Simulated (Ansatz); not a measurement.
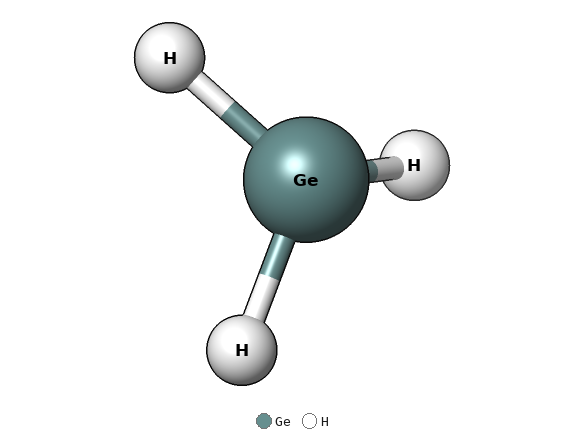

Rendered structure (ball-and-stick style).

Charge 0, doublet. Computed geometry: PBE0-D4/def2-TZVP optimisation.

> Which formula does it have?

GeH3, 4 atoms: 1 germanium and 3 hydrogen.

> Which point group does it belong to?

C3v.

> How many bonds of each kind are drawn?

3 Ge–H. Sticks follow a distance rule.

> How many sets of symmetry-equivalent atoms are there?

2: 1 Ge, 3 H.

More results for the same structure follow; atom numbers are the same in all pictures, views and colours differ.

Vibrations

Harmonic vibrations computed with UKS PBE0-D4/def2-TZVP (Ansatz 0.2.0) at a stationary point of the same level.

> List the wavenumbers.

6 modes: 694, 855, 855, 2111, 2151, 2151 cm⁻¹.

Electronic properties

Properties computed with UKS PBE-QIDH (frozen core)/def2-TZVPP (Ansatz 0.2.0).

> What is the ⟨S²⟩ of the determinant?

0.753.

Thermal motion

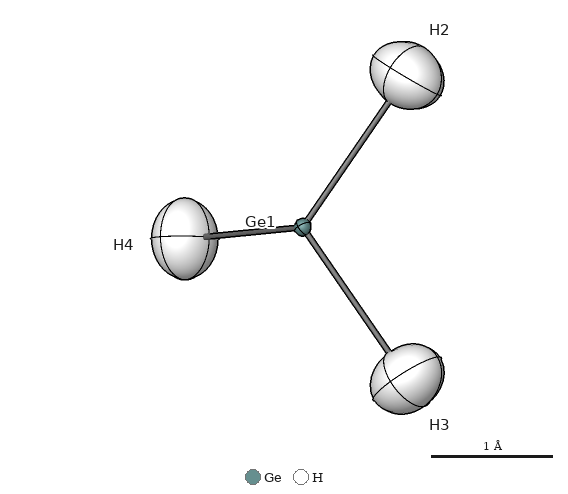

Displacement ellipsoids at the 50 % level, enlarged 2 times, from the internal vibrations of the free molecule (harmonic, no overall translation or rotation; no half-axis is drawn under 0.075 Å). Vibrations computed with UKS PBE0-D4/def2-TZVP (Ansatz 0.2.0). Temperature: 298 K.

List U_eq and the three principal root-mean-square amplitudes for each kind of atom.

| atom | U_eq (Å²) | rms amplitudes (Å) |
| --- | --- | --- |
| Ge1 | < 0.00001 | 0.003, 0.003, 0.004 |
| H2, H3, H4 | 0.0098 | 0.088, 0.097, 0.110 |

Charges

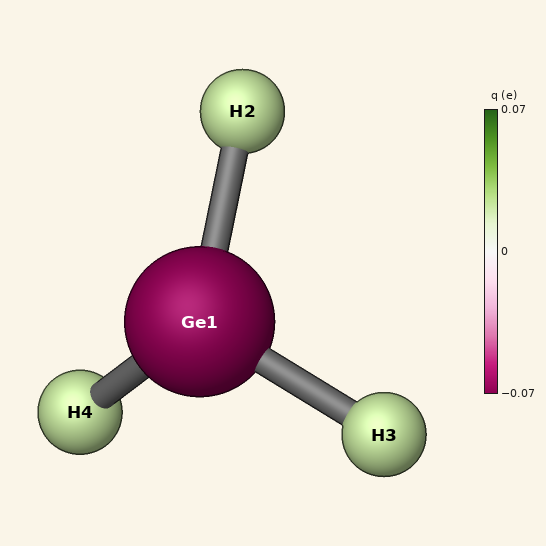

Atoms are coloured by their Mulliken charges. Properties computed with UKS PBE0-D4/def2-TZVP (Ansatz 0.2.0).

List the Mulliken charges.

| atom | value (e) |
| --- | --- |
| Ge1 | −0.07 |
| H2 | 0.02 |
| H3 | 0.02 |
| H4 | 0.02 |

Mulliken values depend strongly on the basis set and can even reverse the polarity of a bond.
